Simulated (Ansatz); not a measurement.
# FH₄NSi + H₂O: a complex and its separated parts, part 1 of 2

Aim: how far the complex at one end of a reaction step lies below its separated, relaxed parts, level by level.

Method: PBE0-D4/def2-TZVP structures, single points in def2-TZVPP, no counterpoise correction; program: Ansatz 0.2.0, Gaussian basis.

Levels: SPW92, PBE-D4, BLYP-D4, r2SCAN-D4, B97M-V, PBE0-D4, B3LYP-D4, r2SCAN0-D4, BHLYP-D4, CAM-B3LYP-D4, wB97X-V, wB97M-V, B2PLYP, PBE-QIDH, RPA on PBE, Hartree-Fock, MP2, CCSD, CCSD(T).

Cores are frozen in the correlated methods. B3LYP uses VWN-RPA correlation. B2PLYP carries no dispersion term here.

95 further runs of the same task are left out: 1 that didn't finish, 94 set aside as unsound or not needed.

**1. Where the work starts**

The complex: 10 atoms, charge 0, spin multiplicity 1.

Atoms are counted from 1 here; the program's logs count them from 0.

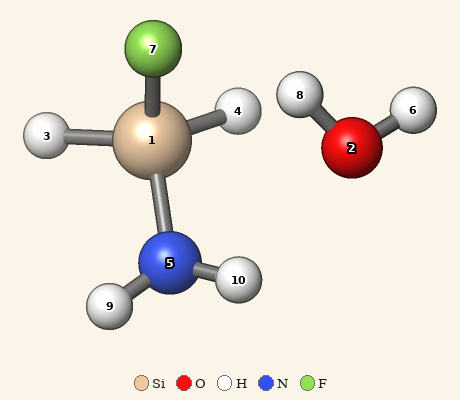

Start geometry, drawn with silicon light orange, oxygen red, hydrogen white, nitrogen blue, fluorine green; atoms are numbered from 1 in the order of the file.

Coordinates:

```xyz
10
FH6NOSi
Si   -1.0039    0.1644   -0.6183
O     1.3620   -0.9708    1.2361
H    -1.8788    0.6498   -1.7095
H    -1.7534   -0.2543    0.5850
N     0.1084    1.3806   -0.2457
H     1.0967   -1.5584    1.9468
F    -0.3261   -1.2018   -1.1634
H     1.1741   -1.4520    0.4234
H     0.4388    2.0266   -0.9421
H     0.7821    1.2159    0.4876
```

Its parts: FH₄NSi holds atoms 1, 3, 4, 5, 7, 9, 10; H₂O holds atoms 2, 6, 8. Each part counts its atoms afresh in its own runs.

**2. Relaxing FH₄NSi alone**

The input, relax-a/in.yaml:

```yaml
crystal:
  periodic: [false, false, false]
  atoms:
    - {symbol: Si, position_ang: [-1.003893, 0.164430, -0.618286]}
    - {symbol: H, position_ang: [-1.878835, 0.649768, -1.709502]}
    - {symbol: H, position_ang: [-1.753392, -0.254323, 0.584966]}
    - {symbol: N, position_ang: [0.108435, 1.380597, -0.245713]}
    - {symbol: F, position_ang: [-0.326094, -1.201794, -1.163417]}
    - {symbol: H, position_ang: [0.438841, 2.026634, -0.942138]}
    - {symbol: H, position_ang: [0.782110, 1.215925, 0.487631]}
basis:
  gaussian: {orbitals: def2-TZVP}
hamiltonian: {xc: pbe0, dispersion: d4}
relax: {f_tol: 0.005, max_steps: 200}
```

Run with:

```sh
$ ansatz run in.yaml --threads 4 --pin off --events-out ev --progress --plain --max-ram 9574MiB
```

The log of the run, shortened:

```text
Functional definition: PBE0
  name "PBE0"
  cite "Adamo & Barone, J. Chem. Phys. 110, 6158 (1999) doi:10.1063/1.478522"
  cite "Perdew, Burke & Ernzerhof, Phys. Rev. Lett. 77, 3865 (1996) doi:10.1103/PhysRevLett.77.3865"
  parent pbe
[...]
755 factors; their error is unknown
[...]
mean field -12146.65267741 eV, -446.3812525977 hartree, gradient 3.7e-5 eV, S^2 0.000000; 0 other end points of the search recorded, 0 dependent functions left out
[...]
reference -12146.65270334 eV, -446.3812535507 hartree; 17, 17 occupied and 106, 106 virtual orbitals, 755 factors
[...]
Total energy: -12146.75119625 eV, -446.3848730983 hartree
Atom 0 at    -1.003156     0.145153    -0.636254 Å, force     0.001973     0.000350    -0.002862 eV/Å
Atom 1 at    -1.913218     0.658344    -1.683856 Å, force     0.001736    -0.002499     0.004296 eV/Å
Atom 2 at    -1.687732    -0.262200     0.610601 Å, force     0.003950     0.004027    -0.004554 eV/Å
Atom 3 at     0.114903     1.363304    -0.259736 Å, force     0.002090    -0.001534     0.002232 eV/Å
Atom 4 at    -0.355335    -1.194724    -1.236589 Å, force    -0.001907     0.004660     0.001922 eV/Å
Atom 5 at     0.527368     1.945029    -0.969821 Å, force    -0.003996    -0.001724    -0.003390 eV/Å
Atom 6 at     0.684343     1.326332     0.569197 Å, force    -0.003846    -0.003280     0.002356 eV/Å
Dipole moment:     0.170766     0.355887     0.125380 e Å
```

Run time: 5 s. Hardware: 4 threads of Arm Neoverse V2, shared host.

The steps of the relaxation:

| step | energy from step 1 (eV) | largest force component (eV/Å) |
| --- | --- | --- |
| 1 | 0.0000 | 0.5736 |
| 2 | -0.0105 | 0.3509 |
| 3 | -0.0191 | 0.1824 |
| 4 | -0.0209 | 0.0181 |
| 5 | -0.0210 | 0.0047 |

Distances of close pairs at the start and the end, largest changes first:

| bond | before (Å) | after (Å) | change (Å) |
| --- | --- | --- | --- |
| Si1–F5 | 1.620 | 1.605 | -0.015 |
| Si1–N4 | 1.690 | 1.696 | +0.006 |
| N4–H7 | 1.009 | 1.006 | -0.003 |
| Si1–H3 | 1.478 | 1.480 | +0.001 |
| Si1–H2 | 1.480 | 1.480 | -0.001 |
| N4–H6 | 1.006 | 1.006 | +0.001 |

**3. Relaxing H₂O alone**

The input, relax-b/in.yaml:

```yaml
crystal:
  periodic: [false, false, false]
  atoms:
    - {symbol: O, position_ang: [1.362044, -0.970833, 1.236095]}
    - {symbol: H, position_ang: [1.096657, -1.558411, 1.946825]}
    - {symbol: H, position_ang: [1.174129, -1.451994, 0.423435]}
basis:
  gaussian: {orbitals: def2-TZVP}
hamiltonian: {xc: pbe0, dispersion: d4}
relax: {f_tol: 0.005, max_steps: 200}
```

Run with:

```sh
$ ansatz run in.yaml --threads 4 --pin off --events-out ev --progress --plain --max-ram 9574MiB
```

The log of the run, shortened:

```text
[... 5 set-up lines as earlier in the session ...]
[...]
239 factors; their error is unknown
[...]
mean field -2078.33267913 eV, -76.3773172136 hartree, gradient 1.3e-5 eV, S^2 0.000000; 0 other end points of the search recorded, 0 dependent functions left out
[...]
reference -2078.33309081 eV, -76.3773323426 hartree; 5, 5 occupied and 38, 38 virtual orbitals, 239 factors
Total energy: -2078.33734664 eV, -76.3774887412 hartree
Atom 0 at     1.362393    -0.970068     1.234988 Å, force    -0.000004    -0.000003     0.000126 eV/Å
Atom 1 at     1.096459    -1.558998     1.944379 Å, force     0.000019     0.000043    -0.000023 eV/Å
Atom 2 at     1.173978    -1.452173     0.426988 Å, force    -0.000015    -0.000040    -0.000103 eV/Å
Dipole moment:    -0.167531    -0.394920    -0.036360 e Å
```

Wall time 0.6 s (4 threads of Arm Neoverse V2, shared host).

Relaxation path:

| step | energy from step 1 (eV) | largest force component (eV/Å) |
| --- | --- | --- |
| 1 | 0.0000 | 0.1729 |
| 2 | -0.0004 | 0.0378 |
| 3 | -0.0004 | 0.0086 |
| 4 | -0.0004 | 0.0001 |

Close pairs (by a distance rule), those that changed most:

| bond | before (Å) | after (Å) | change (Å) |
| --- | --- | --- | --- |
| O1–H3 | 0.963 | 0.960 | -0.003 |
| O1–H2 | 0.960 | 0.960 | -0.000 |

**4. SPW92/def2-TZVPP**

The input, parta/in.yaml:

```yaml
crystal:
  periodic: [false, false, false]
  atoms:
    - {symbol: Si, position_ang: [-1.003156, 0.145153, -0.636254]}
    - {symbol: H, position_ang: [-1.913218, 0.658344, -1.683856]}
    - {symbol: H, position_ang: [-1.687732, -0.262200, 0.610601]}
    - {symbol: N, position_ang: [0.114903, 1.363304, -0.259736]}
    - {symbol: F, position_ang: [-0.355335, -1.194724, -1.236589]}
    - {symbol: H, position_ang: [0.527368, 1.945029, -0.969821]}
    - {symbol: H, position_ang: [0.684343, 1.326332, 0.569197]}
basis:
  gaussian: {orbitals: def2-TZVPP}
hamiltonian: {xc: lda}
```

The input, partb/in.yaml:

```yaml
crystal:
  periodic: [false, false, false]
  atoms:
    - {symbol: O, position_ang: [1.362393, -0.970068, 1.234988]}
    - {symbol: H, position_ang: [1.096459, -1.558998, 1.944379]}
    - {symbol: H, position_ang: [1.173978, -1.452173, 0.426988]}
basis:
  gaussian: {orbitals: def2-TZVPP}
hamiltonian: {xc: lda}
```

The same command starts each run, in its folder.

Run with:

```sh
$ ansatz run in.yaml --threads 4 --pin off --events-out ev --progress --plain --max-ram 9574MiB
```

parta printed, shortened:

```text
Functional definition: SPW92
  name "SPW92"
  cite "Dirac, Proc. Camb. Phil. Soc. 26, 376 (1930) doi:10.1017/S0305004100016108"
  cite "Slater, Phys. Rev. 81, 385 (1951) doi:10.1103/PhysRev.81.385"
  cite "Perdew & Wang, Phys. Rev. B 45, 13244 (1992) doi:10.1103/PhysRevB.45.13244"
[...]
835 factors; their error is unknown
[...]
mean field -12092.60444815 eV, -444.3950168077 hartree, gradient 3.0e-5 eV, S^2 0.000000; 0 other end points of the search recorded, 0 dependent functions left out
reference -12092.60448080 eV, -444.3950180076 hartree; 17, 17 occupied and 143, 143 virtual orbitals, 835 factors
Total energy: -12092.60448080 eV, -444.3950180076 hartree
```

Log of partb, shortened:

```text
[... 5 set-up lines as earlier in the session ...]
[...]
269 factors; their error is unknown
[...]
mean field -2065.39694381 eV, -75.9019377086 hartree, gradient 5.3e-5 eV, S^2 0.000000; 0 other end points of the search recorded, 0 dependent functions left out
reference -2065.39696264 eV, -75.9019384006 hartree; 5, 5 occupied and 54, 54 virtual orbitals, 269 factors
Total energy: -2065.39696264 eV, -75.9019384006 hartree
```

They took 0.45 s (parta), 0.1 s (partb) on 4 threads of Arm Neoverse V2, shared host.

**5. PBE-D4/def2-TZVPP**

Each input of step 4 (parta, partb) changes in the same lines:

```diff
-hamiltonian: {xc: lda}
+hamiltonian: {xc: pbe, dispersion: d4}
```

Each run has its own folder and the same command.

Run with:

```sh
$ ansatz run in.yaml --threads 4 --pin off --events-out ev --progress --plain --max-ram 9574MiB
```

Output in parta, shortened:

```text
Functional definition: PBE
  name "PBE"
[... 2 set-up lines as earlier in the session ...]
[...]
835 factors; their error is unknown
[...]
mean field -12145.76586830 eV, -446.3486629641 hartree, gradient 2.8e-5 eV, S^2 0.000000; 0 other end points of the search recorded, 0 dependent functions left out
reference -12145.76590308 eV, -446.3486642423 hartree; 17, 17 occupied and 143, 143 virtual orbitals, 835 factors
Total energy: -12145.85971964 eV, -446.3521119372 hartree
```

Log of partb, shortened:

```text
[... 4 set-up lines as earlier in the session ...]
[...]
269 factors; their error is unknown
[...]
mean field -2078.40756979 eV, -76.3800693944 hartree, gradient 4.4e-5 eV, S^2 0.000000; 0 other end points of the search recorded, 0 dependent functions left out
reference -2078.40759026 eV, -76.3800701468 hartree; 5, 5 occupied and 54, 54 virtual orbitals, 269 factors
Total energy: -2078.41290731 eV, -76.3802655449 hartree
```

Wall times: 0.75 s (parta), 0.15 s (partb) on 4 threads of Arm Neoverse V2, shared host.

**6. BLYP-D4/def2-TZVPP**

Each input of step 5 (parta, partb) changes in the same lines:

```diff
-hamiltonian: {xc: pbe, dispersion: d4}
+hamiltonian: {xc: {name: BLYP}, dispersion: d4}
```

Each run has its own folder and the same command.

Run with:

```sh
$ ansatz run in.yaml --threads 4 --pin off --events-out ev --progress --plain --max-ram 9574MiB
```

Log of parta, shortened:

```text
Functional definition: BLYP
  name "BLYP"
  cite "Becke, Phys. Rev. A 38, 3098 (1988) doi:10.1103/PhysRevA.38.3098"
  cite "Lee, Yang & Parr, Phys. Rev. B 37, 785 (1988) doi:10.1103/PhysRevB.37.785"
[...]
835 factors; their error is unknown
[...]
mean field -12153.60804027 eV, -446.6368574684 hartree, gradient 3.0e-5 eV, S^2 0.000000; 0 other end points of the search recorded, 0 dependent functions left out
reference -12153.60833180 eV, -446.6368681819 hartree; 17, 17 occupied and 143, 143 virtual orbitals, 835 factors
Total energy: -12153.82192831 eV, -446.6447177092 hartree
```

Output in partb, shortened:

```text
[... 4 set-up lines as earlier in the session ...]
[...]
269 factors; their error is unknown
[...]
mean field -2080.27678467 eV, -76.4487617744 hartree, gradient 8.6e-5 eV, S^2 0.000000; 0 other end points of the search recorded, 0 dependent functions left out
reference -2080.27697422 eV, -76.4487687401 hartree; 5, 5 occupied and 54, 54 virtual orbitals, 269 factors
Total energy: -2080.28981663 eV, -76.4492406902 hartree
```

They took 0.75 s (parta), 0.15 s (partb) on 4 threads of Arm Neoverse V2, shared host.

**7. r2SCAN-D4/def2-TZVPP**

The same edit goes into each in.yaml of step 6 (parta, partb):

```diff
-hamiltonian: {xc: {name: BLYP}, dispersion: d4}
+hamiltonian: {xc: r2scan, dispersion: d4}
```

One command serves all of them, each in its own folder.

Run with:

```sh
$ ansatz run in.yaml --threads 4 --pin off --events-out ev --progress --plain --max-ram 9574MiB
```

parta printed, shortened:

```text
Functional definition: r2SCAN
  name "r2SCAN"
  cite "Furness, Kaplan, Ning, Perdew & Sun, J. Phys. Chem. Lett. 11, 8208 (2020) doi:10.1021/acs.jpclett.0c02405"
  cite "Furness, Kaplan, Ning, Perdew & Sun, J. Phys. Chem. Lett. 11, 9248 (2020) doi:10.1021/acs.jpclett.0c03077"
  parent r2scan
[...]
835 factors; their error is unknown
[...]
mean field -12151.79198284 eV, -446.5701185888 hartree, gradient 3.9e-5 eV, S^2 0.000000; 0 other end points of the search recorded, 0 dependent functions left out
reference -12151.79199300 eV, -446.5701189622 hartree; 17, 17 occupied and 143, 143 virtual orbitals, 835 factors
Total energy: -12151.81357434 eV, -446.5709120620 hartree
```

Log of partb, shortened:

```text
[... 5 set-up lines as earlier in the session ...]
[...]
269 factors; their error is unknown
[...]
mean field -2079.58114736 eV, -76.4231975747 hartree, gradient 8.5e-5 eV, S^2 0.000000; 0 other end points of the search recorded, 0 dependent functions left out
reference -2079.58115256 eV, -76.4231977660 hartree; 5, 5 occupied and 54, 54 virtual orbitals, 269 factors
Total energy: -2079.58242509 eV, -76.4232445304 hartree
```

Times: 1.4 s (parta), 0.4 s (partb) on 4 threads of Arm Neoverse V2, shared host.

**8. B97M-V/def2-TZVPP**

The same edit goes into each in.yaml of step 7 (parta, partb):

```diff
-hamiltonian: {xc: r2scan, dispersion: d4}
+hamiltonian: {xc: {name: B97M-V}}
```

Each run has its own folder and the same command.

Run with:

```sh
$ ansatz run in.yaml --threads 4 --pin off --events-out ev --progress --plain --max-ram 9574MiB
```

parta printed, shortened:

```text
Functional definition: B97M-V
  name "B97M-V"
  cite "Mardirossian & Head-Gordon, J. Chem. Phys. 142, 074111 (2015) doi:10.1063/1.4907719"
  cite "Becke, J. Chem. Phys. 107, 8554 (1997) doi:10.1063/1.475007"
  cite "Vydrov & Van Voorhis, J. Chem. Phys. 133, 244103 (2010) doi:10.1063/1.3521275"
  # Of w^i u^j: cxij and so on, Table III.
[...]
  gx(w, u) = cx00 + cx01*u + cx02*u^2 + (cx10 + cx11*u)*w
[...]
  gos(w, u) = cos00 + cos01*u + cos03*u^3 + cos10*w + cos32*w^3*u^2
[...]
      + integral(e_c_pw_mod_opposite_spin*gos(b97_w_opposite, b97_u_opposite)) + vv10(b, c)
835 factors; their error is unknown
[...]
mean field -12151.20012736 eV, -446.5483683011 hartree, gradient 3.5e-5 eV, S^2 0.000000; 0 other end points of the search recorded, 0 dependent functions left out
reference -12151.20017939 eV, -446.5483702134 hartree; 17, 17 occupied and 143, 143 virtual orbitals, 835 factors
Total energy: -12151.20017939 eV, -446.5483702134 hartree
```

Output in partb, shortened:

```text
[... 5 set-up lines as earlier in the session ...]
  # Of w^i u^j: cxij and so on, Table III.
[...]
  gx(w, u) = cx00 + cx01*u + cx02*u^2 + (cx10 + cx11*u)*w
[...]
  gos(w, u) = cos00 + cos01*u + cos03*u^3 + cos10*w + cos32*w^3*u^2
[...]
      + integral(e_c_pw_mod_opposite_spin*gos(b97_w_opposite, b97_u_opposite)) + vv10(b, c)
269 factors; their error is unknown
[...]
mean field -2079.93551326 eV, -76.4362202813 hartree, gradient 2.9e-5 eV, S^2 0.000000; 0 other end points of the search recorded, 0 dependent functions left out
reference -2079.93554007 eV, -76.4362212667 hartree; 5, 5 occupied and 54, 54 virtual orbitals, 269 factors
Total energy: -2079.93554007 eV, -76.4362212667 hartree
```

They took 2.6 s (parta), 0.4 s (partb) on 4 threads of Arm Neoverse V2, shared host.

**9. PBE0-D4/def2-TZVPP**

The same edit goes into each in.yaml of step 8 (parta, partb):

```diff
-hamiltonian: {xc: {name: B97M-V}}
+hamiltonian: {xc: pbe0, dispersion: d4}
+output: {orbitals: {seedname: orbitals}}
```

The same command starts each run, in its folder.

Run with:

```sh
$ ansatz run in.yaml --threads 4 --pin off --events-out ev --progress --plain --max-ram 9574MiB
```

Log of parta, shortened:

```text
[... 5 set-up lines as earlier in the session ...]
[...]
838 factors; their error is unknown
[...]
mean field -12146.73291888 eV, -446.3842014177 hartree, gradient 1.4e-5 eV, S^2 0.000000; 0 other end points of the search recorded, 0 dependent functions left out
reference -12146.73294502 eV, -446.3842023782 hartree; 17, 17 occupied and 143, 143 virtual orbitals, 838 factors
Total energy: -12146.81045017 eV, -446.3870506398 hartree
```

partb printed, shortened:

```text
[... 5 set-up lines as earlier in the session ...]
[...]
269 factors; their error is unknown
[...]
mean field -2078.42782069 eV, -76.3808136014 hartree, gradient 1.2e-5 eV, S^2 0.000000; 0 other end points of the search recorded, 0 dependent functions left out
reference -2078.42783520 eV, -76.3808141344 hartree; 5, 5 occupied and 54, 54 virtual orbitals, 269 factors
Total energy: -2078.43209102 eV, -76.3809705331 hartree
```

Times: 0.9 s (parta), 0.15 s (partb) on 4 threads of Arm Neoverse V2, shared host.

**10. B3LYP-D4/def2-TZVPP**

Each input of step 9 (parta, partb) changes in the same lines:

```diff
-hamiltonian: {xc: pbe0, dispersion: d4}
-output: {orbitals: {seedname: orbitals}}
+hamiltonian: {xc: {name: B3LYP}, dispersion: d4}
```

Each run has its own folder and the same command.

Run with:

```sh
$ ansatz run in.yaml --threads 4 --pin off --events-out ev --progress --plain --max-ram 9574MiB
```

Output in parta, shortened:

```text
Functional definition: B3LYP
  name "B3LYP"
  cite "Stephens, Devlin, Chabalowski & Frisch, J. Phys. Chem. 98, 11623 (1994) doi:10.1021/j100096a001"
[... 2 set-up lines as earlier in the session ...]
  cite "Vosko, Wilk & Nusair, Can. J. Phys. 58, 1200 (1980) doi:10.1139/p80-159"
[...]
838 factors; their error is unknown
[...]
mean field -12155.24577812 eV, -446.6970432245 hartree, gradient 1.8e-5 eV, S^2 0.000000; 0 other end points of the search recorded, 0 dependent functions left out
reference -12155.24599677 eV, -446.6970512596 hartree; 17, 17 occupied and 143, 143 virtual orbitals, 838 factors
Total energy: -12155.39811297 eV, -446.7026414270 hartree
```

partb printed, shortened:

```text
[... 6 set-up lines as earlier in the session ...]
[...]
269 factors; their error is unknown
[...]
mean field -2080.76395970 eV, -76.4666651267 hartree, gradient 1.1e-5 eV, S^2 0.000000; 0 other end points of the search recorded, 0 dependent functions left out
reference -2080.76409807 eV, -76.4666702114 hartree; 5, 5 occupied and 54, 54 virtual orbitals, 269 factors
Total energy: -2080.77252412 eV, -76.4669798632 hartree
```

Times: 0.95 s (parta), 0.15 s (partb) on 4 threads of Arm Neoverse V2, shared host.

**11. r2SCAN0-D4/def2-TZVPP**

The same edit goes into each in.yaml of step 10 (parta, partb):

```diff
-hamiltonian: {xc: {name: B3LYP}, dispersion: d4}
+hamiltonian: {xc: {name: r2SCAN0}, dispersion: d4}
```

Each run has its own folder and the same command.

Run with:

```sh
$ ansatz run in.yaml --threads 4 --pin off --events-out ev --progress --plain --max-ram 9574MiB
```

parta printed, shortened:

```text
Functional definition: r2SCAN0
  name "r2SCAN0"
  cite "Bursch, Neugebauer, Ehlert & Grimme, J. Chem. Phys. 156, 134105 (2022) doi:10.1063/5.0086040"
[... 3 set-up lines as earlier in the session ...]
[...]
838 factors; their error is unknown
[...]
mean field -12151.16462753 eV, -446.5470637064 hartree, gradient 1.8e-5 eV, S^2 0.000000; 0 other end points of the search recorded, 0 dependent functions left out
reference -12151.16463552 eV, -446.5470640003 hartree; 17, 17 occupied and 143, 143 virtual orbitals, 838 factors
Total energy: -12151.18978641 eV, -446.5479882783 hartree
```

partb printed, shortened:

```text
[... 6 set-up lines as earlier in the session ...]
[...]
269 factors; their error is unknown
[...]
mean field -2079.27470653 eV, -76.4119360821 hartree, gradient 1.9e-5 eV, S^2 0.000000; 0 other end points of the search recorded, 0 dependent functions left out
reference -2079.27471063 eV, -76.4119362328 hartree; 5, 5 occupied and 54, 54 virtual orbitals, 269 factors
Total energy: -2079.27611479 eV, -76.4119878344 hartree
```

They took 1.6 s (parta), 0.4 s (partb) on 4 threads of Arm Neoverse V2, shared host.

**12. BHLYP-D4/def2-TZVPP**

Each input of step 11 (parta, partb) changes in the same lines:

```diff
-hamiltonian: {xc: {name: r2SCAN0}, dispersion: d4}
+hamiltonian: {xc: {name: BHLYP}, dispersion: d4}
```

Each run has its own folder and the same command.

Run with:

```sh
$ ansatz run in.yaml --threads 4 --pin off --events-out ev --progress --plain --max-ram 9574MiB
```

Log of parta, shortened:

```text
Functional definition: BHLYP
  name "BHLYP"
  cite "Becke, J. Chem. Phys. 98, 1372 (1993) doi:10.1063/1.464304"
[... 2 set-up lines as earlier in the session ...]
[...]
890 factors; their error is unknown
[...]
mean field -12152.75136468 eV, -446.6053752214 hartree, gradient 6.3e-5 eV, S^2 0.000000; 0 other end points of the search recorded, 0 dependent functions left out
reference -12152.75151295 eV, -446.6053806699 hartree; 17, 17 occupied and 143, 143 virtual orbitals, 890 factors
Total energy: -12152.86152530 eV, -446.6094235494 hartree
```

Log of partb, shortened:

```text
[... 5 set-up lines as earlier in the session ...]
[...]
295 factors; their error is unknown
[...]
mean field -2079.57890787 eV, -76.4231152751 hartree, gradient 2.0e-5 eV, S^2 0.000000; 0 other end points of the search recorded, 0 dependent functions left out
reference -2079.57899867 eV, -76.4231186117 hartree; 5, 5 occupied and 54, 54 virtual orbitals, 295 factors
Total energy: -2079.58395048 eV, -76.4233005874 hartree
```

Times: 0.9 s (parta), 0.2 s (partb) on 4 threads of Arm Neoverse V2, shared host.

(Continued in part 2 of 2.)
